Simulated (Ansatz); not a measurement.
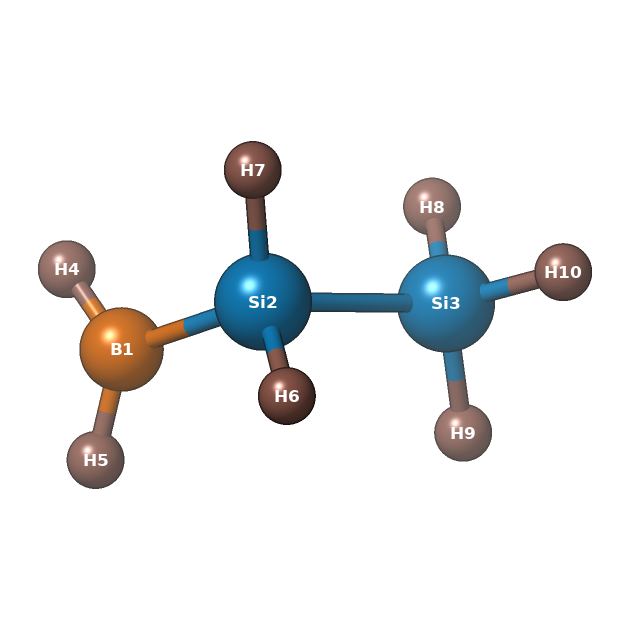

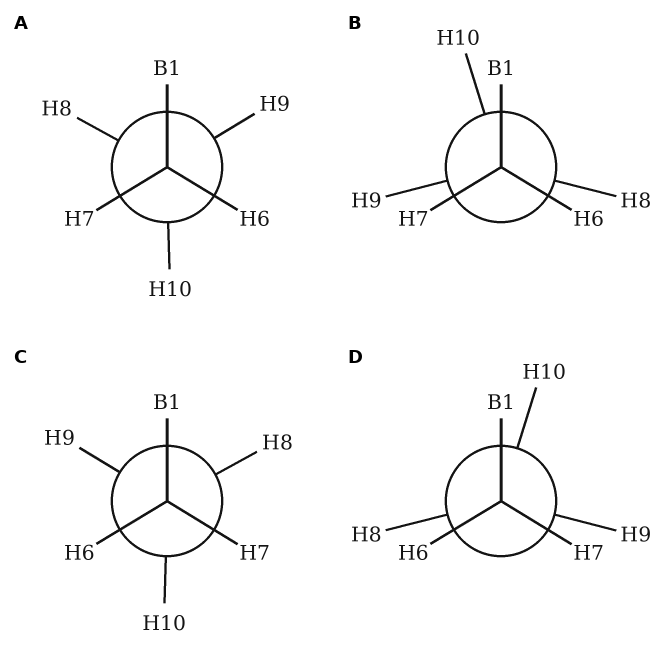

Depth is shown by fading: the farther an atom, the more it takes the colour of the background. Bonds that would overlap in a projection are set slightly apart. The geometry was computed by an optimisation with PBE0-D4/def2-TZVP.

> Which Newman projection shows the view along Si2–Si3, with Si2 in front?

C. The torsion angle B1–Si2–Si3–H8 is 61°, synclinal (gauche).
